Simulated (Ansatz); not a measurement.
# A computed series for Os: response to strain

Consider Os in the hcp (Mg type) structure (space group P6_3/mmc, No. 194; relaxed with 0.1 eV smearing).

```yaml
crystal:
  lattice:
    - [2.75433, 0.00000, 0.00000]
    - [-1.37717, 2.38532, 0.00000]
    - [0.00000, 0.00000, 4.34739]
  atoms:
    - { symbol: Os, position: [0.66667, 0.33333, 0.75000] }
    - { symbol: Os, position: [0.33333, 0.66667, 0.25000] }
```

Cartesian axes are those of the cell as printed.

Strains are applied to the cell and any free atomic positions relax.

Computed with PBE (Ansatz, a first-principles code), no SOC.

Notes on the quantities. energy relative to the base: free energy F.

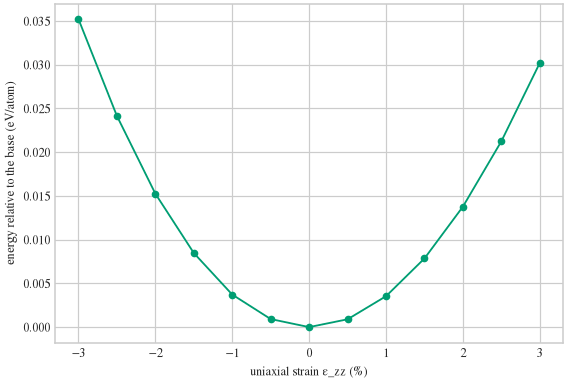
Figure: Energy relative to the base against uniaxial strain ε_zz

Q: From the plot, what is the energy relative to the base for uniaxial strain ε_zz = −2.50 %?

A: About 0.024 eV/atom.

Q: Is the trend monotonic over the range shown?

A: No, it turns within the range, spanning 0 meV/atom to +35 meV/atom.

No phonon test of stability was made. The final runs are not spin-polarised.
